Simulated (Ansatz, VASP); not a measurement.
**Cross-check of Ta3W7 between VASP and Ansatz**

One calculation is typed for both programs; each brings its own data sets and cutoff. How far apart do they land?

Method: plane waves, with VASP 6.6.1 beside it; single point at LDA, in Ansatz 0.2.0.

**1. The structure**

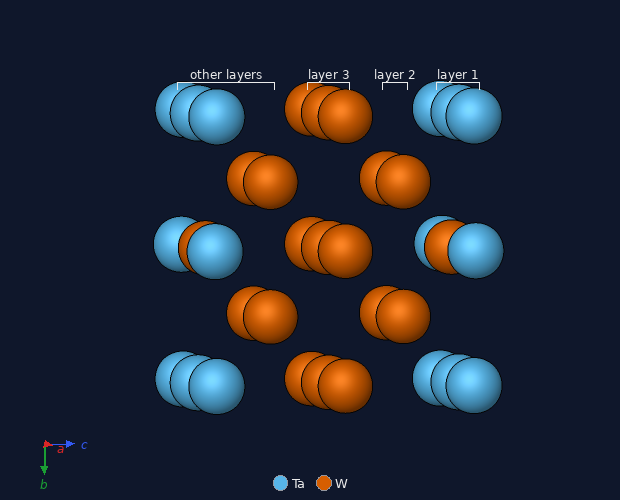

Start, viewed from the side, with the c axis across the page; tantalum blue, tungsten orange. Some periodic images of atoms are drawn too.

The cell holds 20 atoms: 6 Ta and 14 W. Its edges and angles: a = 6.340 Å, b = 6.340 Å, c = 20.340 Å, α = 90.0°, β = 90.0°, γ = 90.0°. It derives from W. As first built, before any earlier steps moved the atoms: kind: overlayer; added: Ta; how: three quarters in the top layer, both faces;. Regions: layer 1, 4 atoms (1 W and 3 Ta); layer 2, 4 atoms (4 W); layer 3, 4 atoms (4 W); other layers, 8 atoms (5 W and 3 Ta). Vacuum lies along c.

**2. VASP: single point, LDA**

With cell and atoms fixed, the geometry can't cause a difference; cores, projectors, grids and the points listed under the comparison can.

Lines of VASP's logs that name or quote its potential files are left out, and so is its time.

File INCAR:

```
SYSTEM = Ta3W7
PREC = Normal
ENCUT = 330
EDIFF = 1E-05
NELM = 120
ISMEAR = 0
SIGMA = 0.1
LREAL = Auto
ALGO = Fast
GGA = CA
NBANDS = 95
LASPH = .TRUE.
LORBIT = 11
LWAVE = .FALSE.
LCHARG = .FALSE.
NCORE = 8
ICORELEVEL = 1
ISIF = 0
LVHAR = .TRUE.
```

File POSCAR:

```
Ta3W7
1.0
    6.3400000000      0.0000000000      0.0000000000
    0.0000000000      6.3400000000      0.0000000000
    0.0000000000      0.0000000000     20.3400000000
Ta W
6 14
Direct
    0.0000000000      0.0000000000      0.6498169659
    0.5000000000      0.0000000000      0.6518447268
    0.0000000000      0.5000000000      0.6518447268
    0.0000000000      0.0000000000      0.3501830341
    0.5000000000      0.0000000000      0.3481552732
    0.0000000000      0.5000000000      0.3481552732
    0.5000000000      0.5000000000      0.6433424314
    0.2501456293      0.2501456293      0.5773286922
    0.7498543707      0.2501456293      0.5773286922
    0.2501456293      0.7498543707      0.5773286922
    0.7498543707      0.7498543707      0.5773286922
    0.0000000000      0.0000000000      0.5000000000
    0.5000000000      0.0000000000      0.5000000000
    0.0000000000      0.5000000000      0.5000000000
    0.5000000000      0.5000000000      0.5000000000
    0.2501456293      0.2501456293      0.4226713078
    0.7498543707      0.2501456293      0.4226713078
    0.2501456293      0.7498543707      0.4226713078
    0.7498543707      0.7498543707      0.4226713078
    0.5000000000      0.5000000000      0.3566575686
```

File KPOINTS:

```
Automatic mesh
0
Gamma
3 3 1
0 0 0
```

The projector-augmented-wave data sets are Ta_pv and W (PBE family, release 64).

Launch:

```bash
$ mpirun -np 8 vasp_std
```

Numbers of over 12 decimals in the logs are rounded to 6 here.

The log of the run:

```text
[banner, memory and clock lines left out]
running    8 mpi-ranks, on    1 nodes
 distrk:  each k-point on    8 cores,    1 groups
 distr:  one band on    8 cores,    1 groups

 POSCAR found type information on POSCAR TaW
 POSCAR found :  2 types and      20 ions
|                                                                             |
|           W    W    AA    RRRRR   N    N  II  N    N   GGGG   !!!           |
|           W    W   A  A   R    R  NN   N  II  NN   N  G    G  !!!           |
|           W    W  A    A  R    R  N N  N  II  N N  N  G       !!!           |
|           W WW W  AAAAAA  RRRRR   N  N N  II  N  N N  G  GGG   !            |
|           WW  WW  A    A  R   R   N   NN  II  N   NN  G    G                |
|           W    W  A    A  R    R  N    N  II  N    N   GGGG   !!!           |
|                                                                             |
|     For optimal performance we recommend to set                             |
|       NCORE = 2 up to number-of-cores-per-socket                            |
|     NCORE specifies how many cores store one orbital (NPAR=cpu/NCORE).      |
|     This setting can greatly improve the performance of VASP for DFT.       |
|     The default, NCORE=1 might be grossly inefficient on modern             |
|     multi-core architectures or massively parallel machines. Do your        |
|     Unfortunately you need to use the default for GW and RPA                |
|     calculations (for HF NCORE is supported but not extensively tested      |
|     yet).                                                                   |
|                                                                             |

|                                                                             |
|               ----> ADVICE to this user running VASP <----                  |
|                                                                             |
|     You enforced a specific xc type in the INCAR file but a different       |
|     [... a line on the potential file left out ...]
|     I HOPE YOU KNOW WHAT YOU ARE DOING!                                     |
|                                                                             |

 LDA part: xc-table for (Slater(with rela. corr.)+CA(PZ))
 , standard interpolation
 POSCAR, INCAR and KPOINTS ok, starting setup
 FFT: planning ... GRIDC
 FFT: planning ... GRID_SOFT
 FFT: planning ... GRID
 WAVECAR not read
 entering main loop
       N       E                     dE             d eps       ncg     rms          rms(c)
DAV:   1     0.694696404532E+03    0.69470E+03   -0.57446E+04   698   0.935E+02
DAV:   2    -0.204762529920E+03   -0.89946E+03   -0.86011E+03   709   0.273E+02
DAV:   3    -0.276256901902E+03   -0.71494E+02   -0.69199E+02   764   0.681E+01
DAV:   4    -0.280981769608E+03   -0.47249E+01   -0.46241E+01   884   0.146E+01
DAV:   5    -0.281146951828E+03   -0.16518E+00   -0.16243E+00   852   0.272E+00    0.935E+01
RMM:   6    -0.266868879174E+03    0.14278E+02   -0.10558E+02   789   0.191E+01    0.487E+01
RMM:   7    -0.276948482082E+03   -0.10080E+02   -0.11599E+02   830   0.208E+01    0.180E+01
RMM:   8    -0.257701148851E+03    0.19247E+02   -0.36550E+01   660   0.144E+01    0.769E+00
RMM:   9    -0.258957011426E+03   -0.12559E+01   -0.15746E+01   863   0.694E+00    0.365E+00
RMM:  10    -0.258873617745E+03    0.83394E-01   -0.16723E+00   837   0.248E+00    0.332E+00
RMM:  11    -0.258702357547E+03    0.17126E+00   -0.48756E-01   790   0.140E+00    0.313E+00
RMM:  12    -0.258807009172E+03   -0.10465E+00   -0.14482E+00   897   0.184E+00    0.188E+00
RMM:  13    -0.258739504496E+03    0.67505E-01   -0.14159E-01   722   0.987E-01    0.130E+00
RMM:  14    -0.258712343511E+03    0.27161E-01   -0.60959E-02   796   0.528E-01    0.957E-01
[...]
RMM:  21    -0.258685214512E+03   -0.69960E-04   -0.42922E-04   649   0.194E-02    0.154E-02
RMM:  22    -0.258685332090E+03   -0.11758E-03   -0.36595E-04   671   0.189E-02    0.173E-02
RMM:  23    -0.258685376911E+03   -0.44821E-04   -0.12293E-04   509   0.115E-02    0.105E-02
RMM:  24    -0.258685431154E+03   -0.54243E-04   -0.14736E-04   612   0.129E-02    0.308E-03
RMM:  25    -0.258685535484E+03   -0.10433E-03   -0.45110E-05   488   0.950E-03    0.664E-03
RMM:  26    -0.258685563413E+03   -0.27929E-04   -0.27958E-05   449   0.697E-03    0.326E-03
RMM:  27    -0.258685573979E+03   -0.10566E-04   -0.11055E-05   325   0.337E-03    0.229E-03
RMM:  28    -0.258685581326E+03   -0.73469E-05   -0.12491E-05   431   0.574E-03
   1 F= -.25868558E+03 E0= -.25862987E+03  d E =-.111419E+00
```

From OUTCAR (step 2):

```text
ion  position               nearest neighbor table
   1  0.000  0.000  0.650-   8 2.68   9 2.68  10 2.68  11 2.68  12 3.05   3 3.17   2 3.17   3 3.17
                             2 3.17
   2  0.500  0.000  0.652-   8 2.71   9 2.71  10 2.71  11 2.71  13 3.09   1 3.17   1 3.17   7 3.17
                             7 3.17
   3  0.000  0.500  0.652-   8 2.71   9 2.71  10 2.71  11 2.71  14 3.09   1 3.17   1 3.17   7 3.17
                             7 3.17
   4  0.000  0.000  0.350-  16 2.68  17 2.68  18 2.68  19 2.68  12 3.05   6 3.17   5 3.17   6 3.17
                             5 3.17
   5  0.500  0.000  0.348-  16 2.71  17 2.71  18 2.71  19 2.71  13 3.09   4 3.17   4 3.17  20 3.17
                            20 3.17
   6  0.000  0.500  0.348-  16 2.71  17 2.71  18 2.71  19 2.71  14 3.09   4 3.17   4 3.17  20 3.17
                            20 3.17
   7  0.500  0.500  0.643-   8 2.61   9 2.61  10 2.61  11 2.61  15 2.92   3 3.17   2 3.17   2 3.17
                             3 3.17
   8  0.250  0.250  0.577-   7 2.61   1 2.68   3 2.71   2 2.71  15 2.74  14 2.74  13 2.74  12 2.74
                            16 3.15  10 3.17   9 3.17  10 3.17   9 3.17
   9  0.750  0.250  0.577-   7 2.61   1 2.68   3 2.71   2 2.71  15 2.74  14 2.74  13 2.74  12 2.74
                            17 3.15  11 3.17   8 3.17   8 3.17  11 3.17
  10  0.250  0.750  0.577-   7 2.61   1 2.68   3 2.71   2 2.71  15 2.74  14 2.74  13 2.74  12 2.74
                            18 3.15  11 3.17   8 3.17   8 3.17  11 3.17
  11  0.750  0.750  0.577-   7 2.61   1 2.68   3 2.71   2 2.71  15 2.74  14 2.74  13 2.74  12 2.74
                            19 3.15  10 3.17   9 3.17   9 3.17  10 3.17
  12  0.000  0.000  0.500-   8 2.74   9 2.74  10 2.74  11 2.74  16 2.74  17 2.74  18 2.74  19 2.74
                             1 3.05   4 3.05  13 3.17  14 3.17  14 3.17  13 3.17
  13  0.500  0.000  0.500-   8 2.74   9 2.74  10 2.74  11 2.74  16 2.74  17 2.74  18 2.74  19 2.74
                             2 3.09   5 3.09  12 3.17  15 3.17  15 3.17  12 3.17
  14  0.000  0.500  0.500-   8 2.74   9 2.74  10 2.74  11 2.74  16 2.74  17 2.74  18 2.74  19 2.74
                             3 3.09   6 3.09  12 3.17  15 3.17  12 3.17  15 3.17
  15  0.500  0.500  0.500-   8 2.74   9 2.74  10 2.74  11 2.74  16 2.74  17 2.74  18 2.74  19 2.74
                             7 2.92  20 2.92  14 3.17  13 3.17  13 3.17  14 3.17
  16  0.250  0.250  0.423-  20 2.61   4 2.68   6 2.71   5 2.71  15 2.74  13 2.74  14 2.74  12 2.74
                             8 3.15  18 3.17  17 3.17  18 3.17  17 3.17
  17  0.750  0.250  0.423-  20 2.61   4 2.68   6 2.71   5 2.71  15 2.74  13 2.74  14 2.74  12 2.74
                             9 3.15  19 3.17  16 3.17  16 3.17  19 3.17
  18  0.250  0.750  0.423-  20 2.61   4 2.68   6 2.71   5 2.71  15 2.74  13 2.74  14 2.74  12 2.74
                            10 3.15  19 3.17  16 3.17  16 3.17  19 3.17
  19  0.750  0.750  0.423-  20 2.61   4 2.68   6 2.71   5 2.71  15 2.74  13 2.74  14 2.74  12 2.74
                            11 3.15  18 3.17  17 3.17  17 3.17  18 3.17
  20  0.500  0.500  0.357-  16 2.61  17 2.61  18 2.61  19 2.61  15 2.92   6 3.17   5 3.17   5 3.17
                             6 3.17

  LATTYP: Found a simple tetragonal cell.
 ALAT       =     6.3400000000
 C/A-ratio  =     3.2082018927

 Subroutine GETGRP returns: Found 16 space group operations
 (whereof 16 operations were pure point group operations)

The static configuration has the point symmetry D_4h.

 Found      3 irreducible k-points:

   k-points           NKPTS =      3   k-points in BZ     NKDIM =      3   number of bands    NBANDS=     95

   dimension x,y,z NGX =    28 NGY =   28 NGZ =   90
   dimension x,y,z NGXF=    56 NGYF=   56 NGZF=  180

   ENCUT  =  330.0 eV  24.25 Ry    4.92 a.u.   9.39  9.39 30.13*2*pi/ulx,y,z

   NELECT =     150.0000    total number of electrons

 k-points in reciprocal lattice and weights: Automatic mesh
   0.00000000  0.00000000  0.00000000       0.111
   0.33333333  0.00000000  0.00000000       0.444
   0.33333333  0.33333333  0.00000000       0.444

 the core state eigenenergies are
   1-  1s -67337.6418  2s -11563.3429  2p -10130.5241  3s  -2644.8423  3p  -2218.8849
       3d  -1722.6207  4s   -534.8621  4p   -395.1744  4d   -216.5574  4f    -19.1761
       5s    -67.3177
   2-  1s -67337.8530  2s -11563.5474  2p -10130.7293  3s  -2645.0377  3p  -2219.0802
       3d  -1722.8172  4s   -535.0432  4p   -395.3540  4d   -216.7351  4f    -19.3463
       5s    -67.4593
   3-  1s -67337.8530  2s -11563.5474  2p -10130.7293  3s  -2645.0377  3p  -2219.0802
       3d  -1722.8172  4s   -535.0432  4p   -395.3540  4d   -216.7351  4f    -19.3463
       5s    -67.4593
   4-  1s -67337.6418  2s -11563.3429  2p -10130.5241  3s  -2644.8423  3p  -2218.8849
       3d  -1722.6207  4s   -534.8621  4p   -395.1744  4d   -216.5574  4f    -19.1761
       5s    -67.3177
   5-  1s -67337.8530  2s -11563.5474  2p -10130.7293  3s  -2645.0377  3p  -2219.0802
       3d  -1722.8172  4s   -535.0432  4p   -395.3540  4d   -216.7351  4f    -19.3463
       5s    -67.4593
   6-  1s -67337.8530  2s -11563.5474  2p -10130.7293  3s  -2645.0377  3p  -2219.0802
       3d  -1722.8172  4s   -535.0432  4p   -395.3540  4d   -216.7351  4f    -19.3463
       5s    -67.4593
   7-  1s -69461.8998  2s -11982.6733  2p -10476.2654  3s  -2755.4004  3p  -2309.5126
       3d  -1797.4693  4s   -563.8962  4p   -417.6807  4d   -232.5575  4f    -27.4520
       5s    -73.1469  5p    -37.3931
   8-  1s -69461.6284  2s -11982.4561  2p -10476.0435  3s  -2755.2029  3p  -2309.3148
       3d  -1797.2718  4s   -563.7287  4p   -417.5166  4d   -232.3985  4f    -27.3069
       5s    -73.0637  5p    -37.3438
   9-  1s -69461.6284  2s -11982.4561  2p -10476.0435  3s  -2755.2029  3p  -2309.3148
       3d  -1797.2718  4s   -563.7287  4p   -417.5166  4d   -232.3985  4f    -27.3069
       5s    -73.0637  5p    -37.3438
  10-  1s -69461.6284  2s -11982.4561  2p -10476.0435  3s  -2755.2029  3p  -2309.3148
       3d  -1797.2718  4s   -563.7287  4p   -417.5166  4d   -232.3985  4f    -27.3069
       5s    -73.0637  5p    -37.3438
  11-  1s -69461.6284  2s -11982.4561  2p -10476.0435  3s  -2755.2029  3p  -2309.3148
       3d  -1797.2718  4s   -563.7287  4p   -417.5166  4d   -232.3985  4f    -27.3069
       5s    -73.0637  5p    -37.3438
  12-  1s -69462.2821  2s -11983.1025  2p -10476.6914  3s  -2755.8178  3p  -2309.9296
       3d  -1797.8915  4s   -564.2962  4p   -418.0791  4d   -232.9554  4f    -27.8441
       5s    -73.5066  5p    -37.7289
  13-  1s -69462.2738  2s -11983.0930  2p -10476.6818  3s  -2755.8085  3p  -2309.9203
       3d  -1797.8821  4s   -564.2868  4p   -418.0697  4d   -232.9459  4f    -27.8346
       5s    -73.4972  5p    -37.7202
  14-  1s -69462.2738  2s -11983.0930  2p -10476.6818  3s  -2755.8085  3p  -2309.9203
       3d  -1797.8821  4s   -564.2868  4p   -418.0697  4d   -232.9459  4f    -27.8346
       5s    -73.4972  5p    -37.7202
  15-  1s -69462.2612  2s -11983.0842  2p -10476.6725  3s  -2755.8049  3p  -2309.9168
       3d  -1797.8779  4s   -564.2911  4p   -418.0749  4d   -232.9521  4f    -27.8441
       5s    -73.5221  5p    -37.7536
  16-  1s -69461.6284  2s -11982.4561  2p -10476.0435  3s  -2755.2029  3p  -2309.3148
       3d  -1797.2718  4s   -563.7287  4p   -417.5166  4d   -232.3985  4f    -27.3069
       5s    -73.0637  5p    -37.3438
  17-  1s -69461.6284  2s -11982.4561  2p -10476.0435  3s  -2755.2029  3p  -2309.3148
       3d  -1797.2718  4s   -563.7287  4p   -417.5166  4d   -232.3985  4f    -27.3069
       5s    -73.0637  5p    -37.3438
  18-  1s -69461.6284  2s -11982.4561  2p -10476.0435  3s  -2755.2029  3p  -2309.3148
       3d  -1797.2718  4s   -563.7287  4p   -417.5166  4d   -232.3985  4f    -27.3069
       5s    -73.0637  5p    -37.3438
  19-  1s -69461.6284  2s -11982.4561  2p -10476.0435  3s  -2755.2029  3p  -2309.3148
[...]
3d  -1797.4693  4s   -563.8962  4p   -417.6807  4d   -232.5575  4f    -27.4520
       5s    -73.1469  5p    -37.3931

 E-fermi :   0.4933

 k-point     1 :       0.0000    0.0000    0.0000
  band No.  band energies     occupation
    ...
     69      -0.0818      2.00000
     70      -0.0818      2.00000
     71       0.0667      2.00000
     72       0.2160      1.99991
     73       0.5232      0.67303
     74       0.5496      0.42597
     75       0.5496      0.42597
     76       0.6049      0.11443
     77       0.7548      0.00022
     78       0.7548      0.00022
    ...

 k-point     2 :       0.3333    0.0000    0.0000
  band No.  band energies     occupation
    ...
     70      -0.2446      2.00000
     71      -0.0828      2.00000
     72      -0.0731      2.00000
     73       0.1157      2.00000
     74       0.2861      1.99662
     75       0.5680      0.29076
     76       0.6575      0.02025
     77       0.7248      0.00106
     78       0.8088      0.00001
     79       0.8730      0.00000
    ...

 k-point     3 :       0.3333    0.3333    0.0000
  band No.  band energies     occupation
    ...
     73       0.2562      1.99920
     74       0.2644      1.99879
     75       0.4040      1.79368
     76       0.4393      1.55530
     77       0.4921      1.01424
     78       0.5619      0.33234
     79       0.6448      0.03213
     80       0.6488      0.02793
     81       0.6655      0.01487
     82       0.6687      0.01310
    ...

  energy-cutoff  :      330.00
  volume of cell :      817.58
      direct lattice vectors                 reciprocal lattice vectors
     6.340000000  0.000000000  0.000000000     0.157728707  0.000000000  0.000000000
     0.000000000  6.340000000  0.000000000     0.000000000  0.157728707  0.000000000
     0.000000000  0.000000000 20.340000000     0.000000000  0.000000000  0.049164208

 POSITION                                       TOTAL-FORCE (eV/Angst)
 -----------------------------------------------------------------------------------
      0.00000      0.00000     13.21728         0.000000     -0.000000      0.017256
      3.17000      0.00000     13.25852         0.000000      0.000000     -0.051954
      0.00000      3.17000     13.25852         0.000000     -0.000000     -0.051954
      0.00000      0.00000      7.12272         0.000000      0.000000     -0.017256
      3.17000      0.00000      7.08148         0.000000      0.000000      0.051954
      0.00000      3.17000      7.08148        -0.000000     -0.000000      0.051954
      3.17000      3.17000     13.08559         0.000000     -0.000000     -0.026605
      1.58592      1.58592     11.74287         0.009116      0.009116     -0.007741
      4.75408      1.58592     11.74287        -0.009116      0.009116     -0.007741
      1.58592      4.75408     11.74287         0.009116     -0.009116     -0.007741
      4.75408      4.75408     11.74287        -0.009116     -0.009116     -0.007741
      0.00000      0.00000     10.17000         0.000000     -0.000000      0.000000
      3.17000      0.00000     10.17000         0.000000     -0.000000      0.000000
      0.00000      3.17000     10.17000         0.000000     -0.000000      0.000000
      3.17000      3.17000     10.17000         0.000000     -0.000000      0.000000
      1.58592      1.58592      8.59713         0.009116      0.009116      0.007741
      4.75408      1.58592      8.59713        -0.009116      0.009116      0.007741
      1.58592      4.75408      8.59713         0.009116     -0.009116      0.007741
      4.75408      4.75408      8.59713        -0.009116     -0.009116      0.007741
      3.17000      3.17000      7.25441         0.000000      0.000000      0.026605
 -----------------------------------------------------------------------------------
    total drift:                                0.000000     -0.000000     -0.000000

  FREE ENERGIE OF THE ION-ELECTRON SYSTEM (eV)
  ---------------------------------------------------
  free  energy   TOTEN  =      -258.6855813258 eV

  energy  without entropy=     -258.5741626537  energy(sigma->0) =     -258.62987199

 total charge
# of ion       s       p       d       tot
------------------------------------------
    1        0.386   6.104   2.433   8.923
    2        0.375   6.093   2.408   8.876
    3        0.375   6.093   2.408   8.876
    4        0.386   6.104   2.433   8.923
    5        0.375   6.093   2.408   8.876
    6        0.375   6.093   2.408   8.876
    7        0.681   0.447   4.297   5.425
    8        0.697   0.673   4.415   5.785
    9        0.697   0.673   4.415   5.785
   10        0.697   0.673   4.415   5.785
   11        0.697   0.673   4.415   5.785
   12        0.681   0.685   4.275   5.641
   13        0.666   0.691   4.282   5.639
   14        0.666   0.691   4.282   5.639
   15        0.665   0.704   4.301   5.671
   16        0.697   0.673   4.415   5.785
   17        0.697   0.673   4.415   5.785
   18        0.697   0.673   4.415   5.785
   19        0.697   0.673   4.415   5.785
   20        0.681   0.447   4.297   5.425
--------------------------------------------------
tot         11.891  45.630  75.550 133.071
```

(Continued in part 2 of 2.)

[Lines on the potential files, build, host, timing and source positions are cut from VASP's logs without a mark.]

[Logs are printed without paths, hosts, clocks, repeated set-up lines and the standing remarks that a program may print on its own settings, such as how far it seeks lower states.]

[Hosts, paths, dates, database ids (printed as entryN), source tags and the programs' standing remarks are cut or masked in the printed files.]
